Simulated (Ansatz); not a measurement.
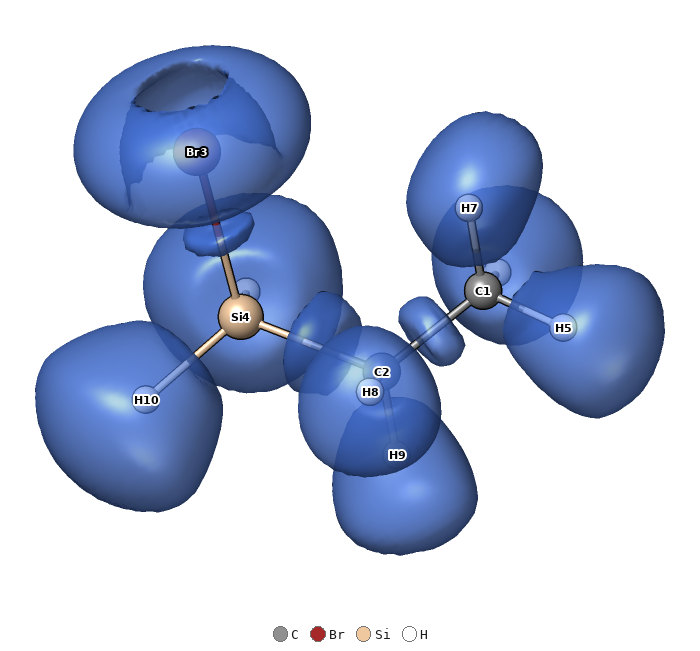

C₂H₇BrSi. Isosurface of the ELF at 0.8 (blue), seen across its widest extent. Only the valence region is drawn (cores and ρ < 0.01 e/Å³ removed).

Geometry: PBE0-D3(BJ)/def2-SVP.

The calculation used isolated molecule in a Gaussian basis; Kohn-Sham density functional theory, functional PBE0 (Ansatz 0.2.0).

```json
{"atom": "C", "x (Å)": "-0.1003", "y (Å)": "2.7843", "z (Å)": "-0.1038"}
{"atom": "C", "x (Å)": "0.7222", "y (Å)": "1.5201", "z (Å)": "-0.3303"}
{"atom": "Br", "x (Å)": "1.0126", "y (Å)": "0.9534", "z (Å)": "2.9731"}
{"atom": "Si", "x (Å)": "0.4619", "y (Å)": "0.1738", "z (Å)": "0.9482"}
{"atom": "H", "x (Å)": "0.0947", "y (Å)": "3.5359", "z (Å)": "-0.8840"}
{"atom": "H", "x (Å)": "-1.1810", "y (Å)": "2.5717", "z (Å)": "-0.1125"}
{"atom": "H", "x (Å)": "0.1360", "y (Å)": "3.2442", "z (Å)": "0.8681"}
{"atom": "H", "x (Å)": "1.8014", "y (Å)": "1.7499", "z (Å)": "-0.3536"}
{"atom": "H", "x (Å)": "0.4879", "y (Å)": "1.0652", "z (Å)": "-1.3103"}
{"atom": "H", "x (Å)": "1.3231", "y (Å)": "-1.0124", "z (Å)": "0.6750"}
{"atom": "H", "x (Å)": "-0.9678", "y (Å)": "-0.2479", "z (Å)": "1.0163"}
```

Question: Identify the bonds, lone pairs and shells in this picture.

Answer: At this value the surface marks out one region between bonded Br–Si atoms (shared pairs), one region between bonded C–C atoms (shared pairs), one region between bonded C–Si atoms (shared pairs), seven regions around hydrogen nuclei and one ring or bowl of non-bonding electrons around Br.

Values along the shortest contacts:
C–C (1.53 Å): the ELF peaks at about 0.95 between the atoms, as expected for a shared electron pair. C–Si (1.87 Å): the ELF peaks at about 0.95 between the atoms (localised, covalent bonding).
